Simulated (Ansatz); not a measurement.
**C2H5Al (SMILES C=[CH][AlH2]) at MP2/def2-SVPD**

What is the electronic atomisation energy of C2H5Al at MP2/def2-SVPD? 

Program for the calculation: Ansatz 0.2.0.

33 further runs of the same task are left out: 33 set aside as unsound or not needed.

### Step 1. The molecule

C2H5Al: 8 atoms, total charge 0, spin state singlet. SMILES: `C=[CH][AlH2]`. Geometry: relaxed at PBE0-D4/def2-TZVP.

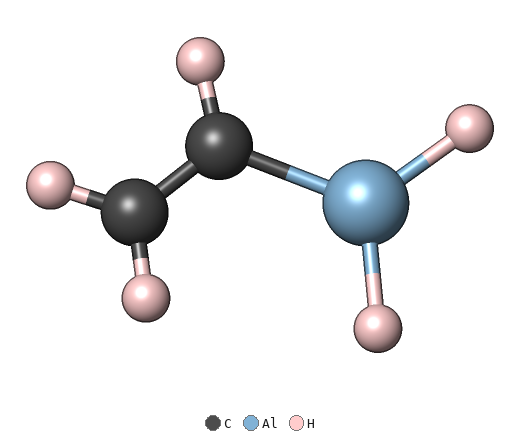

The structure, seen from a chosen angle (carbon dark grey, aluminium light blue, hydrogen pink).

### Step 2. The energy at MP2/def2-SVPD

run.yaml reads:

```yaml
crystal:
  periodic: [false, false, false]
  atoms:
    - {symbol: C, position_ang: [-1.029900, 0.829200, -0.357000]}
    - {symbol: C, position_ang: [0.199000, 0.651000, 0.138100]}
    - {symbol: Al, position_ang: [0.930800, -1.139300, 0.262000]}
    - {symbol: H, position_ang: [-1.636900, -0.008600, -0.695500]}
    - {symbol: H, position_ang: [-1.495000, 1.809300, -0.451900]}
    - {symbol: H, position_ang: [0.735600, 1.546100, 0.452700]}
    - {symbol: H, position_ang: [2.384000, -1.417900, 0.837700]}
    - {symbol: H, position_ang: [0.004400, -2.327000, -0.241900]}
basis:
  gaussian: {orbitals: def2-SVPD}
accuracy: high
correlation: {method: mp2, frozen_orbitals: {Al: 5, C: 1, H: 0}}
```

The run is started by

```sh
$ ansatz run run.yaml --threads 1 --pin off --max-ram 3480MiB --events-out events.jsonl --progress --plain --runs-dir runs
```

Standard output:

```text
Warning: RAYON_NUM_THREADS=1 ignored (pool sized by the plan → 1); use --threads N
Functional definition: HF
  name "HF"
  exchange = exact_x
  correlation = 0
2110 factors; integrals over basis functions are off by at most 3.5e-9 eV
mean field evaluation 1: about -8716.6160 eV, gradient 2.3e1 eV
mean field evaluation 2: about -8716.6185 eV, gradient 2.3e1 eV
mean field evaluation 4: about -8718.3941 eV, gradient 2.5e0 eV
mean field evaluation 8: about -8718.4177 eV, gradient 2.5e-2 eV
mean field -8718.41774595 eV, -320.3959426078 hartree, gradient 3.1e-8 eV, S^2 0.000000; 0 other end points of the search recorded, 0 dependent functions left out
7 core orbitals not correlated: weight in the atoms' cores, before any rotation towards them, 1.000 or more for the frozen orbitals, at most 0.000 for the correlated occupied ones
reference -8718.41774595 eV, -320.3959426078 hartree; 8, 8 occupied and 89, 89 virtual orbitals, 2110 factors
second order -9.48426067 eV of doubles, -0.00000000 eV of singles
Total energy: -8727.90200662 eV, -320.7444827588 hartree
```

Wall time 3.6 s (1 thread of Arm Neoverse V2, shared host); peak memory 0.28 GiB.

### Step 3. The Al atom

in.yaml reads:

```yaml
crystal:
  periodic: [false, false, false]
  atoms:
    - symbol: Al
      position_ang: [0.000000, 0.000000, 0.000000]
basis:
  gaussian:
    orbitals: def2-SVPD
correlation:
  method: mp2
  frozen_orbitals: {Al: 5}
total_charge: 0
magnetization:
  spin_polarized: true
  initial_magnetization: 1
accuracy: high
```

Run the same way, it converges to -241.82157 Eh (log not shown).

### Step 4. The C atom at the same level

input.yaml reads:

```yaml
crystal:
  periodic: [false, false, false]
  atoms:
    - symbol: C
      position_ang: [0.000000, 0.000000, 0.000000]
basis:
  gaussian:
    orbitals: def2-SVPD
magnetization:
  spin_polarized: true
  initial_magnetization: 2
correlation:
  method: mp2
  frozen_orbitals: {C: 1}
accuracy: high
```

Run the same way, it converges to -37.69976 Eh (log not shown).

### Step 5. The H atom: the energy at UHF/def2-SVPD

input.yaml reads:

```yaml
crystal:
  periodic: [false, false, false]
  atoms:
    - {symbol: H, position_ang: [0.000000, 0.000000, 0.000000]}
basis:
  gaussian: {orbitals: def2-SVPD}
magnetization: {spin_polarized: true, initial_magnetization: 1}
accuracy: high
hamiltonian: {xc: hf}
```

The run is started by

```sh
$ ansatz run input.yaml --threads 1 --pin off --max-ram 3480MiB --events-out events.jsonl --progress --plain --runs-dir runs
```

Standard output:

```text
Warning: RAYON_NUM_THREADS=1 ignored (pool sized by the plan → 1); use --threads N
Functional definition: HF
  name "HF"
  exchange = exact_x
  correlation = 0
33 factors; integrals over basis functions are off by at most 2.1e-9 eV
mean field evaluation 1: about -13.5522 eV, gradient 1.6e0 eV
mean field evaluation 2: about -13.5522 eV, gradient 1.6e0 eV
mean field evaluation 4: about -13.5861 eV, gradient 1.4e-4 eV
mean field evaluation 8: about -13.5861 eV, gradient 7.9e-9 eV
mean field -13.58605754 eV, -0.4992784057 hartree, gradient 7.9e-9 eV, S^2 0.750000; 0 other end points of the search recorded, 0 dependent functions left out
reference -13.58605754 eV, -0.4992784057 hartree; 1, 0 occupied and 7, 8 virtual orbitals, 33 factors
Total energy: -13.58605754 eV, -0.4992784057 hartree
```

Wall time 0.04 s (1 thread of Arm Neoverse V2, shared host).

### Step 6. Summary of results

At MP2/def2-SVPD, 7 core orbitals frozen:

```
                                             quantity          value
                               molecule: total energy  -320.74448 Eh
molecule: correlation energy (7 core orbitals frozen)     -348.5 mEh
                                Al atom: total energy  -241.82157 Eh
 Al atom: correlation energy (5 core orbitals frozen)      -30.8 mEh
           Al atom: ⟨S²⟩ of the reference determinant          0.767
                                 C atom: total energy   -37.69976 Eh
   C atom: correlation energy (1 core orbital frozen)      -53.5 mEh
            C atom: ⟨S²⟩ of the reference determinant          2.010
                                 H atom: total energy    -0.49928 Eh
                                         H atom: ⟨S²⟩          0.750
                        electronic atomisation energy      27.946 eV
```

Taking the molecule apart into free atoms costs 27.95 eV (644 kcal/mol), before zero-point energy and without spin-orbit coupling.
